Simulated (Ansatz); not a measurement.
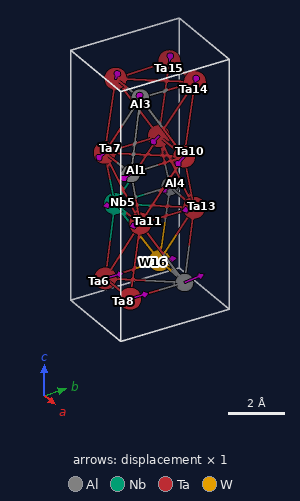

A relaxation of a crystal of Ta₁₀NbAl₄W (a generated structure, set up in P1) (coarse preliminary run). The starting structure is drawn; purple arrows show the displacements (the part carried along by the change of the cell is left out), at their true length.

Style: ball-and-stick. Shown: the cell of the calculation, slightly off an axis.

Case: elements placed on the hcp lattice at random.

All numbers below come from DFT PBE, scalar-relativistic, plane waves, PAW in Ansatz. Set-up: plane-wave cutoff 420 eV; k-point mesh 3 × 3 × 2; occupations gaussian; smearing width 0.1 eV; mesh shifted by (0, 0, 0.5); no spin polarisation; cell and atoms relaxed; force threshold 0.04 eV/Å; at most 50 steps.

> What did the optimiser do to the structure, and how much energy did it gain?

The atom that moves furthest relative to the cell is an Al atom (0.90 Å roughly along [1 3 0]). Largest moves by element: Al 0.90 Å, Ta 0.87 Å, W 0.76 Å, Nb 0.56 Å. The volume changes by −1.4 %, with a 5.890 → 6.230 Å (+5.8 %), b 5.890 → 5.681 Å (−3.6 %), c 9.425 → 9.768 Å (+3.6 %), α 90.0° → 74.9°, β 90.0° → 99.4°, γ 120.0° → 123.2°. Near-neighbour distances that change, for instance: Ta–Ta 2.924 → 4.493 Å, Ta–Ta 2.902 → 4.463 Å, Ta–Ta 5.053 → 3.504 Å, Ta–Ta 2.885 → 4.432 Å. New bonds form, among them: Al–Ta (4.11 → 2.83 Å), Al–Ta (4.15 → 2.82 Å), Ta–Ta (4.12 → 2.88 Å), Ta–Ta (4.14 → 2.85 Å). Bonds break, among them: Ta–Ta (2.89 → 4.43 Å), Ta–Ta (2.90 → 4.46 Å), Ta–Ta (2.92 → 4.49 Å). The space group stays P1 (No. 1). The energy falls by 183 meV per atom in 18 accepted moves (20 points after the start). Largest force component: 0.92 eV/Å at the start, 0.023 eV/Å at the end. The pressure goes from 0.10 to 0.02 GPa. The line search rejected the trial step at point 5 of the run. At 1 point the geometry stayed and the basis and grid were re-selected for the new cell (energy shift of 1.7 meV per atom at most each time).
